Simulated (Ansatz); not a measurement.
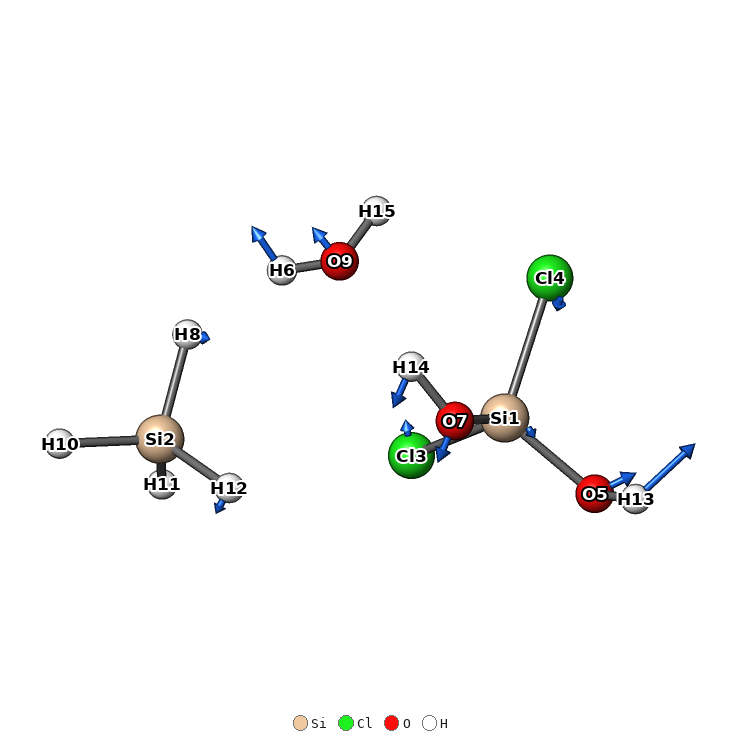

The arrows show one normal mode. Harmonic vibrations computed with RKS PBE0-D4/def2-TZVP (Ansatz 0.2.0) at a stationary point of the same level.

**Estimate its harmonic wavenumber.**

220 cm⁻¹; it is mode 13 of 39 counted from the lowest.
